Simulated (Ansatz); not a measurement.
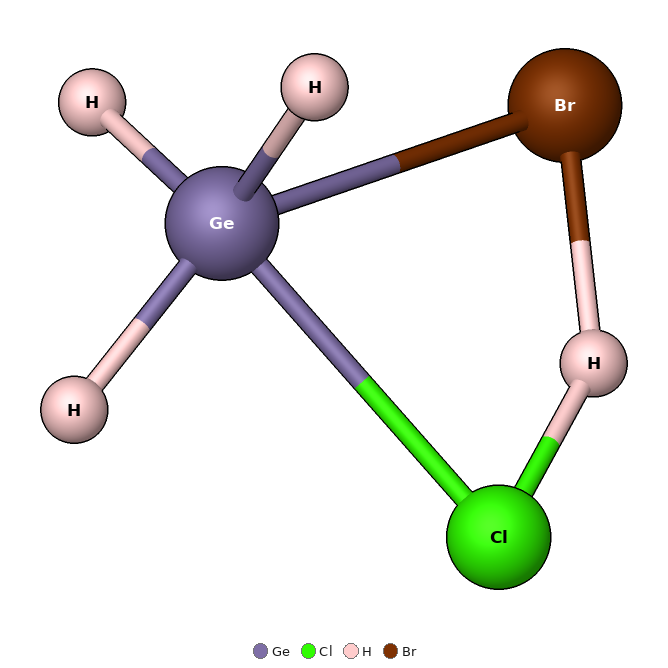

Sticks follow a distance rule. Harmonic vibrations computed with RKS PBE0-D4/def2-TZVP (Ansatz 0.2.0) at a stationary point of the same level.

Is this a minimum or a saddle point?

Answer. A first-order saddle point: one imaginary frequency, 420i cm⁻¹.

How many vibrational modes are there, and where do they lie?

Answer. 15 modes: 420i, 122, 189, 257, 525, 538, 609, 768, 820, 850, 952, 1166, 2145, 2169, 2227 cm⁻¹.
